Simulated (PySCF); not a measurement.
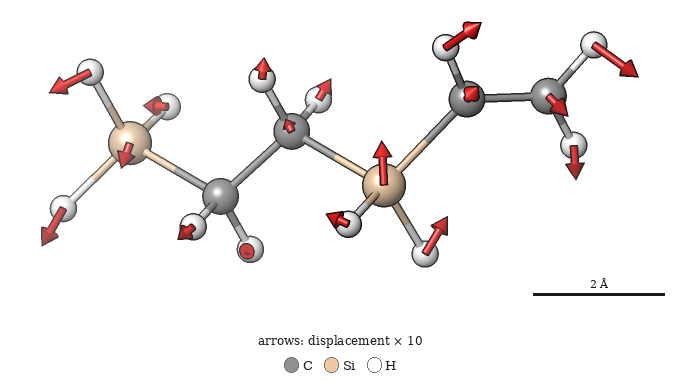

This is a relaxation of C4H12Si2. The starting structure is drawn; red arrows show the displacements, magnified 10 times. The two geometries are superimposed by the best rigid fit.

The picture is a ball-and-stick view, seen from a free direction.

The start comes from GFN2-xTB.

Method: PySCF, PBE0-D3(BJ)/def2-SVP geometry optimisation, gas phase. 

Question: What happened in the run?

Answer: The atom that moves furthest after the best rigid fit is an H atom (0.090 Å). By element the largest moves are H 0.090 Å, Si 0.070 Å, C 0.047 Å. Among the contacts that change: H–Si 1.464 → 1.497 Å, C–H 1.078 → 1.096 Å, C–Si 1.906 → 1.890 Å, C–C 1.323 → 1.338 Å. Among the angles between lasting bonds that change: C–Si–C 108.6° → 111.9°. After 4 geometry steps the energy has fallen by 0.110 eV. Largest force component: 0.95 eV/Å at the start, 0.01 eV/Å at the end.
